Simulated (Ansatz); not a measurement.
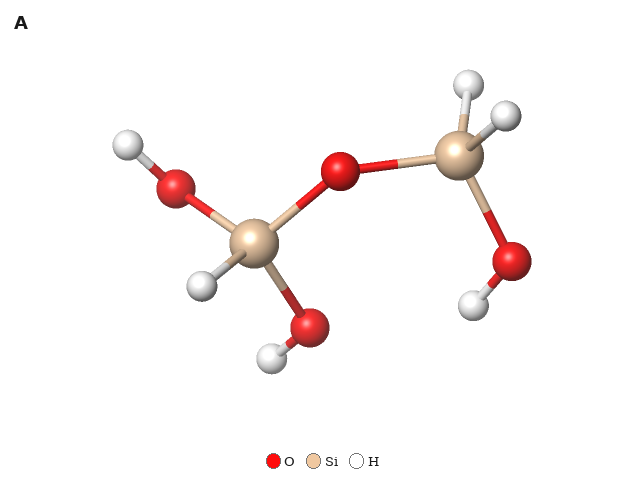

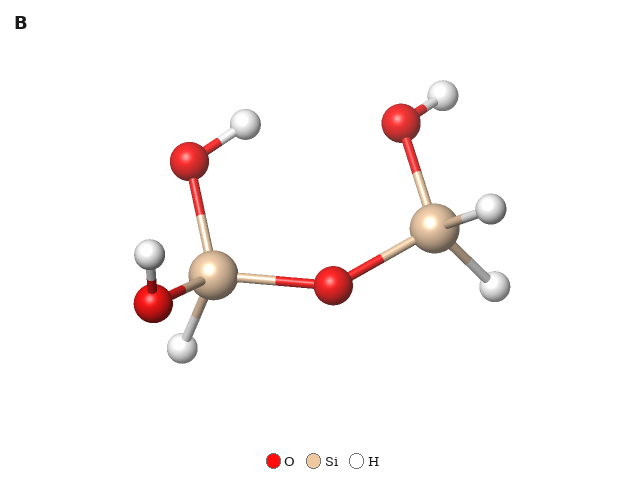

2 stationary structures of one formula. Geometries: PBE0-D4/def2-TZVP. Electronic energies: CCSD(T)/CBS (MP2 limit from def2-TZVPP and def2-QZVPP plus CCSD(T) − MP2) (Ansatz 0.2.0), without zero-point energy. No frequency run is at hand to confirm each as a minimum.

### Are they conformers, stereoisomers or constitutional isomers?

They are conformers of H6O4Si2: `O[SiH2]O[SiH](O)O`.

### Rank them by energy, lowest first.

A is lowest; B lies 0.9 kJ/mol above it.
